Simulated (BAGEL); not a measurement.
# C3H6F2 (SMILES CC(C)(F)F) at 3 levels

We compute a comparison of 3 runs (HF/STO-3G, HF/3-21G, HF/6-31G*) of C3H6F2. 

The results are computed with BAGEL 1.2.2.

2 further runs of the same task are left out: 1 that didn't finish, 1 set aside as unsound or not needed.

## 1. Starting point

C3H6F2 has 11 atoms, charge 0, and is taken as a singlet. As SMILES, `CC(C)(F)F`. The C3–H9 distance was set to 2.399 Å, away from the relaxed value. At this shape a bond of the SMILES string is far longer than usual.

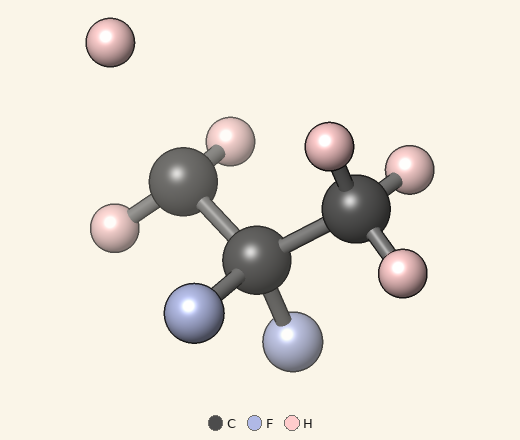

The structure, seen from a chosen angle (carbon dark grey, fluorine light blue, hydrogen pink).

## 2. A single-point energy at HF/STO-3G (density fitting with cc-pvqz-jkfit) (run 1)

input.json

```json
{ "bagel" : [

{
  "title" : "molecule",
  "basis" : "sto-3g",
  "df_basis" : "cc-pvqz-jkfit",
  "angstrom" : true,
  "geometry" : [
    { "atom" : "C", "xyz" : [      -1.475905,       0.450174,      -0.880148 ] },
    { "atom" : "C", "xyz" : [      -0.169695,       0.377004,      -1.622948 ] },
    { "atom" : "C", "xyz" : [       0.700025,      -0.810326,      -1.311338 ] },
    { "atom" : "F", "xyz" : [      -0.428485,       0.390634,      -2.968558 ] },
    { "atom" : "F", "xyz" : [       0.542455,       1.520674,      -1.372578 ] },
    { "atom" : "H", "xyz" : [      -2.014015,       1.347054,      -1.187738 ] },
    { "atom" : "H", "xyz" : [      -1.293285,       0.492534,       0.193892 ] },
    { "atom" : "H", "xyz" : [      -2.083325,      -0.426876,      -1.104928 ] },
    { "atom" : "H", "xyz" : [       1.279310,      -0.816970,       1.016250 ] },
    { "atom" : "H", "xyz" : [       1.611275,      -0.754016,      -1.907188 ] },
    { "atom" : "H", "xyz" : [       0.171905,      -1.733636,      -1.550698 ] }
  ]
},

{
  "title" : "hf"
},

{
  "title" : "print",
  "file" : "orbitals.molden",
  "orbitals" : true
}

]}
```

Command:

```
$ BAGEL_NUM_THREADS=1 BAGEL input.json > input.out
```

The program printed:

```text
* using 1 threads per process

  ===============================================================
  ===============================================================

  *** Geometry ***

  { "atom" : "C", "xyz" : [     -2.789056,      0.850706,     -1.663239 ] },
  { "atom" : "C", "xyz" : [     -0.320677,      0.712434,     -3.066927 ] },
  { "atom" : "C", "xyz" : [      1.322856,     -1.531294,     -2.478070 ] },
  { "atom" : "F", "xyz" : [     -0.809719,      0.738191,     -5.609762 ] },
  { "atom" : "F", "xyz" : [      1.025091,      2.873657,     -2.593797 ] },
  { "atom" : "H", "xyz" : [     -3.805937,      2.545563,     -2.244500 ] },
  { "atom" : "H", "xyz" : [     -2.443954,      0.930754,      0.366403 ] },
  { "atom" : "H", "xyz" : [     -3.936914,     -0.806679,     -2.088011 ] },
  { "atom" : "H", "xyz" : [      2.417546,     -1.543850,      1.920434 ] },
  { "atom" : "H", "xyz" : [      3.044868,     -1.424884,     -3.604063 ] },
  { "atom" : "H", "xyz" : [      0.324853,     -3.276097,     -2.930395 ] },

  Number of auxiliary basis functions:      836

  Since a DF basis is specified, we compute 2- and 3-index integrals:
    o Being stored without compression. Storage requirement is 0.006 GB

  Number of basis functions:       31
  Number of electrons      :       42

    * METHOD: MOLECULE                             0.82

  *** RHF ***

  === Nuclear Repulsion ===
   195.9912439032

      * DIIS with orbital gradients will be used.

  === RHF iteration (sto-3g) ===
      0       -311.26610006          0.02573775           0.06
      1       -311.39118025          0.01624979           0.06
      2       -311.46661019          0.00415354           0.06
      3       -311.47210395          0.00082899           0.06
      4       -311.47247966          0.00012382           0.06
      5       -311.47248956          0.00002749           0.06
      6       -311.47249009          0.00000886           0.06
      7       -311.47249015          0.00000208           0.06
      8       -311.47249015          0.00000086           0.06
      9       -311.47249015          0.00000031           0.06
     10       -311.47249015          0.00000006           0.06
     11       -311.47249015          0.00000002           0.06
     12       -311.47249015          0.00000001           0.06
    * SCF iteration converged.

    * Permanent dipole moment:
           (    0.246213,     0.417620,    -0.175506) a.u.

    * METHOD: HF                                   0.91

    * METHOD: PRINT                                0.00

  ===============================================================
```

Run time: 1.9 s. Hardware: 1 thread of Arm Neoverse V2, shared host; peak memory 0.082 GiB.

## 3. A single-point energy at HF/3-21G (density fitting with cc-pvqz-jkfit) (run 2)

calc.json

```json
{ "bagel": [

{
  "title": "molecule",
  "basis": "3-21g",
  "df_basis": "cc-pvqz-jkfit",
  "angstrom": "true",
  "geometry": [
    { "atom": "C", "xyz": [   -1.475905,    0.450174,   -0.880148 ] },
    { "atom": "C", "xyz": [   -0.169695,    0.377004,   -1.622948 ] },
    { "atom": "C", "xyz": [    0.700025,   -0.810326,   -1.311338 ] },
    { "atom": "F", "xyz": [   -0.428485,    0.390634,   -2.968558 ] },
    { "atom": "F", "xyz": [    0.542455,    1.520674,   -1.372578 ] },
    { "atom": "H", "xyz": [   -2.014015,    1.347054,   -1.187738 ] },
    { "atom": "H", "xyz": [   -1.293285,    0.492534,    0.193892 ] },
    { "atom": "H", "xyz": [   -2.083325,   -0.426876,   -1.104928 ] },
    { "atom": "H", "xyz": [    1.279310,   -0.816970,    1.016250 ] },
    { "atom": "H", "xyz": [    1.611275,   -0.754016,   -1.907188 ] },
    { "atom": "H", "xyz": [    0.171905,   -1.733636,   -1.550698 ] }
  ]
},
{
  "title": "hf"
},
{
  "title": "print",
  "file": "orbitals.molden",
  "orbitals": "true"
}

]}
```

Command:

```
$ BAGEL_NUM_THREADS=1 BAGEL calc.json > calc.out
```

The program printed:

```text
* using 1 threads per process

  ===============================================================
  ===============================================================

  *** Geometry ***

  { "atom" : "C", "xyz" : [     -2.789056,      0.850706,     -1.663239 ] },
  { "atom" : "C", "xyz" : [     -0.320677,      0.712434,     -3.066927 ] },
  { "atom" : "C", "xyz" : [      1.322856,     -1.531294,     -2.478070 ] },
  { "atom" : "F", "xyz" : [     -0.809719,      0.738191,     -5.609762 ] },
  { "atom" : "F", "xyz" : [      1.025091,      2.873657,     -2.593797 ] },
  { "atom" : "H", "xyz" : [     -3.805937,      2.545563,     -2.244500 ] },
  { "atom" : "H", "xyz" : [     -2.443954,      0.930754,      0.366403 ] },
  { "atom" : "H", "xyz" : [     -3.936914,     -0.806679,     -2.088011 ] },
  { "atom" : "H", "xyz" : [      2.417546,     -1.543850,      1.920434 ] },
  { "atom" : "H", "xyz" : [      3.044868,     -1.424884,     -3.604063 ] },
  { "atom" : "H", "xyz" : [      0.324853,     -3.276097,     -2.930395 ] },

  Number of auxiliary basis functions:      836

  Since a DF basis is specified, we compute 2- and 3-index integrals:
    o Being stored without compression. Storage requirement is 0.022 GB

  Number of basis functions:       57
  Number of electrons      :       42

    * METHOD: MOLECULE                             0.83

  *** RHF ***

  === Nuclear Repulsion ===
   195.9912439032

      * DIIS with orbital gradients will be used.

  === RHF iteration (3-21g) ===
      0       -313.86749433          0.02529471           0.12
      1       -314.01023614          0.01366609           0.12
      2       -314.05060585          0.00182118           0.12
      3       -314.05241523          0.00055332           0.12
      4       -314.05253506          0.00016154           0.12
      5       -314.05255210          0.00007440           0.12
      6       -314.05255383          0.00002439           0.12
      7       -314.05255415          0.00000482           0.12
      8       -314.05255416          0.00000240           0.12
      9       -314.05255416          0.00000063           0.12
     10       -314.05255416          0.00000026           0.12
     11       -314.05255416          0.00000011           0.12
     12       -314.05255416          0.00000005           0.12
     13       -314.05255416          0.00000002           0.12
     14       -314.05255416          0.00000001           0.12
    * SCF iteration converged.

    * Permanent dipole moment:
           (    0.440474,     0.695281,    -0.177098) a.u.

    * METHOD: HF                                   2.00

    * METHOD: PRINT                                0.01

  ===============================================================
```

Run time: 3 s. Hardware: 1 thread of Arm Neoverse V2, shared host; peak memory 0.12 GiB.

## 4. The energy at HF/6-31G(d) (density fitting with cc-pvqz-jkfit, spherical functions) (run 3)

calc.json

```json
{ "bagel" : [

{
  "title" : "molecule",
  "basis" : "6-31gs.json",
  "df_basis" : "cc-pvqz-jkfit",
  "angstrom" : true,
  "geometry" : [
    { "atom" : "C", "xyz" : [   -1.475905,    0.450174,   -0.880148 ] },
    { "atom" : "C", "xyz" : [   -0.169695,    0.377004,   -1.622948 ] },
    { "atom" : "C", "xyz" : [    0.700025,   -0.810326,   -1.311338 ] },
    { "atom" : "F", "xyz" : [   -0.428485,    0.390634,   -2.968558 ] },
    { "atom" : "F", "xyz" : [    0.542455,    1.520674,   -1.372578 ] },
    { "atom" : "H", "xyz" : [   -2.014015,    1.347054,   -1.187738 ] },
    { "atom" : "H", "xyz" : [   -1.293285,    0.492534,    0.193892 ] },
    { "atom" : "H", "xyz" : [   -2.083325,   -0.426876,   -1.104928 ] },
    { "atom" : "H", "xyz" : [    1.279310,   -0.816970,    1.016250 ] },
    { "atom" : "H", "xyz" : [    1.611275,   -0.754016,   -1.907188 ] },
    { "atom" : "H", "xyz" : [    0.171905,   -1.733636,   -1.550698 ] }
  ]
},
{ "title" : "hf" },
{ "title" : "print", "file" : "orbitals.molden", "orbitals" : true }

]}
```

The basis set 6-31G* is read from a file made from the Basis Set Exchange's data (not shown).

Command:

```
$ BAGEL_NUM_THREADS=1 BAGEL calc.json > calc.out
```

The program printed:

```text
* using 1 threads per process

  ===============================================================
  ===============================================================

  *** Geometry ***

  { "atom" : "C", "xyz" : [     -2.789056,      0.850706,     -1.663239 ] },
  { "atom" : "C", "xyz" : [     -0.320677,      0.712434,     -3.066927 ] },
  { "atom" : "C", "xyz" : [      1.322856,     -1.531294,     -2.478070 ] },
  { "atom" : "F", "xyz" : [     -0.809719,      0.738191,     -5.609762 ] },
  { "atom" : "F", "xyz" : [      1.025091,      2.873657,     -2.593797 ] },
  { "atom" : "H", "xyz" : [     -3.805937,      2.545563,     -2.244500 ] },
  { "atom" : "H", "xyz" : [     -2.443954,      0.930754,      0.366403 ] },
  { "atom" : "H", "xyz" : [     -3.936914,     -0.806679,     -2.088011 ] },
  { "atom" : "H", "xyz" : [      2.417546,     -1.543850,      1.920434 ] },
  { "atom" : "H", "xyz" : [      3.044868,     -1.424884,     -3.604063 ] },
  { "atom" : "H", "xyz" : [      0.324853,     -3.276097,     -2.930395 ] },

  Number of auxiliary basis functions:      836

  Since a DF basis is specified, we compute 2- and 3-index integrals:
    o Being stored without compression. Storage requirement is 0.045 GB

  Number of basis functions:       82
  Number of electrons      :       42

    * METHOD: MOLECULE                             0.92

  *** RHF ***

  === Nuclear Repulsion ===
   195.9912439032

      * DIIS with orbital gradients will be used.

  === RHF iteration (6-31gs.json) ===
      0       -315.50865958          0.02031044           0.18
      1       -315.69843643          0.01190102           0.17
      2       -315.76640097          0.00180876           0.17
      3       -315.76938987          0.00052310           0.17
      4       -315.76958490          0.00013727           0.17
      5       -315.76960901          0.00006630           0.17
      6       -315.76961177          0.00002534           0.17
      7       -315.76961241          0.00000491           0.17
      8       -315.76961243          0.00000239           0.18
      9       -315.76961243          0.00000068           0.18
     10       -315.76961243          0.00000026           0.18
     11       -315.76961243          0.00000011           0.17
     12       -315.76961243          0.00000005           0.17
     13       -315.76961243          0.00000002           0.17
     14       -315.76961243          0.00000001           0.18
    * SCF iteration converged.

    * Permanent dipole moment:
           (    0.465280,     0.610361,     0.038227) a.u.

    * METHOD: HF                                   2.94

    * METHOD: PRINT                                0.01

  ===============================================================
```

It took 4.2 s on 1 thread of Arm Neoverse V2, shared host; peak memory 0.17 GiB.

## 5. All runs side by side

```csv
run,level,energy (Eh),dipole moment (D),HOMO energy (eV),LUMO energy (eV),wall time
1,HF/STO-3G (density fitting with cc-pvqz-jkfit),-311.472490,1.31,-6.75,2.76,1.9 s
2,HF/3-21G (density fitting with cc-pvqz-jkfit),-314.052554,2.14,-9.53,0.16,3 s
3,"HF/6-31G* (density fitting with cc-pvqz-jkfit, spherical functions)",-315.769612,1.95,-9.52,0.13,4.2 s
```

## 6. What came out

```
            quantity          value
 run 3: total energy  -315.76961 Eh
run 3: dipole moment         1.95 D
  run 3: HOMO energy       -9.52 eV
  run 3: LUMO energy        0.13 eV
run 3: HOMO–LUMO gap        9.65 eV
```

**Reading.** The dipole moment (its size) runs from 1.31 D (HF/STO-3G) to 2.14 D (HF/3-21G). The HOMO–LUMO gap runs from 9.51 eV (HF/STO-3G) to 9.69 eV (HF/3-21G). In run 1 the basis is minimal, so the values are rough. In runs 1, 2, 3 a closed-shell determinant meets a far-stretched bond, which it describes badly. All runs together took 9.1 s, the longest 4.2 s.
